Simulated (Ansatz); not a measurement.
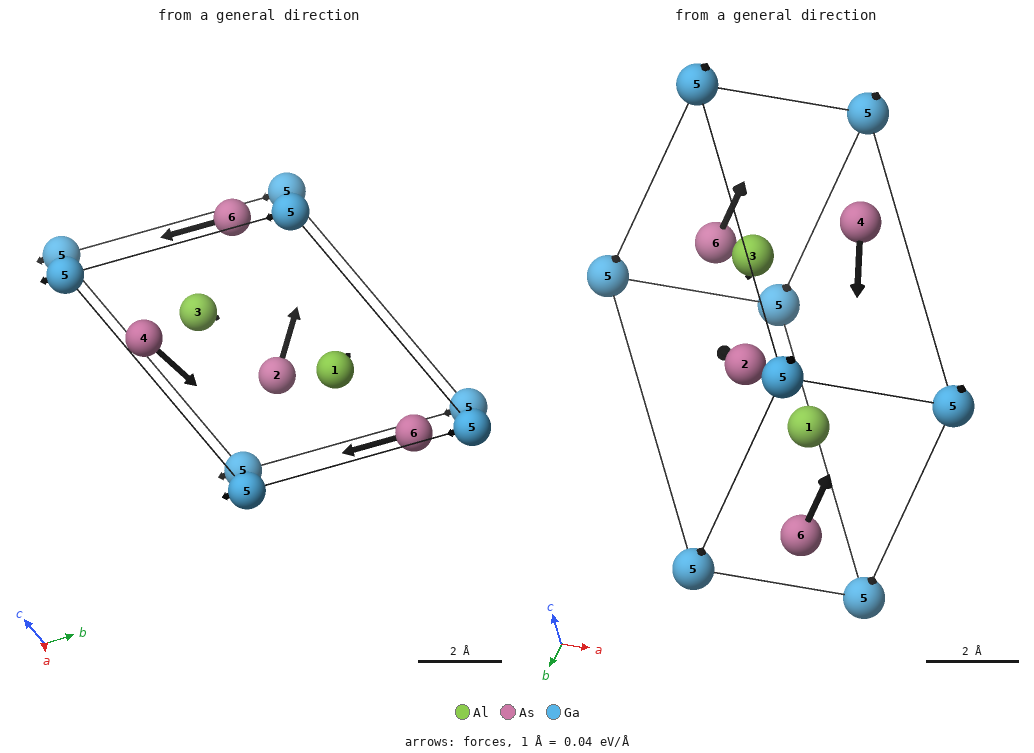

A spheres-only picture of a crystal structure, seen from two general directions. The outline marks the cell (the run's own, in a reduced setting). The arrows are the computed forces on the atoms.

System: Al$_{2}$GaAs$_{3}$. Computed with Ansatz, DFT, PBE, plane waves, PAW. Settings: wavefunction cutoff 420 eV, k-points about 0.24 Å⁻¹ apart, Fermi-Dirac smearing of 0.02 eV, no spin polarisation.

Judging by the arrows, is the geometry relaxed?

Answer. No. The atoms still feel forces of up to about 0.056 eV/Å, above a usual threshold of 0.01 to 0.03 eV/Å.

Starting structure: a structure type filled with these elements by a generator (whether the compound takes this form wasn't checked). Earlier steps of the study, as a rule a relaxation of our own, may have changed the cell and positions, so they can lie some per cent off the listed ones. It was run through Ansatz as a DFT input.
